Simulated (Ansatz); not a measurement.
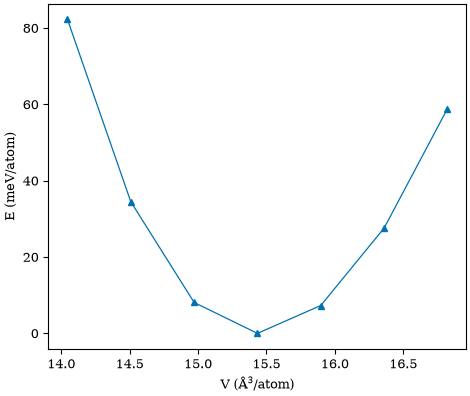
*LaBRh3 (cubic perovskite, Pm-3m) under volume change, DFT-r²SCAN in the program Ansatz with PAW potentials, scaled uniformly.*

Question: What does a third-order Birch–Murnaghan fit give for V₀, B₀ and B′?

Answer: V₀ = 15.43 Å³/atom, B₀ = 177 GPa, B′ = 4.5.

The workflow started from an entry of the Crystallography Open Database (COD). Its standing as an ambient phase is unchecked. The cell was relaxed with r²SCAN under the symmetry of its start; its stability against distortions is not shown here. The run is not spin-polarised. Scalar-relativistic: spin–orbit coupling is off unless named, which matters more the heavier the elements.

Potentials: the later of the program's two PAW sets.
